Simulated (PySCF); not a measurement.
```xyz
15

C     2.2055   -0.4958    0.2636
C     0.7182   -0.4142    0.1700
C    -0.1547   -1.2926    0.5923
S    -1.8232   -0.8232    0.2368
O    -2.6840   -0.8731    1.3816
O    -2.2678   -1.4683   -0.9661
C    -1.3343    0.9239   -0.1211
C     0.1312    0.8184   -0.5151
H     2.5079   -1.4314    0.7233
H     2.6449   -0.4280   -0.7304
H     2.5873    0.3324    0.8595
H    -1.9791    1.3241   -0.8959
H    -1.4794    1.4529    0.8157
H     0.6958    1.7126   -0.2422
H     0.2277    0.6703   -1.5939
```

Geometry: GFN2-xTB.

Computed with UKS B3LYP, pcH-1 on C H O S, non-relativistic, mean-field spin-orbit, GIAO (PySCF 2.14.0, density-fitted response routines).

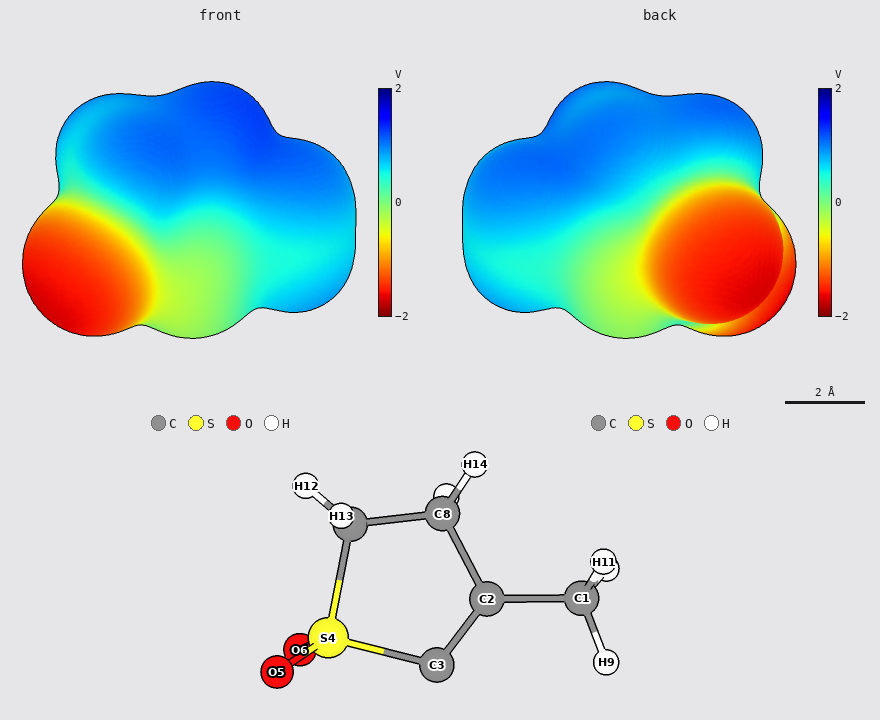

C₅H₇O₂S (doublet). The electrostatic potential painted on the density surface at 0.001 e/bohr³, seen from the front and from behind; the colour scale runs from red (negative) to blue (positive). The bare structure is drawn below in the same view.

Where is the surface potential most negative and most positive?

Answer. The most negative region (about −1.7 V) lies over O5 and O6, the most positive (about +1.2 V) over H11 and H14.
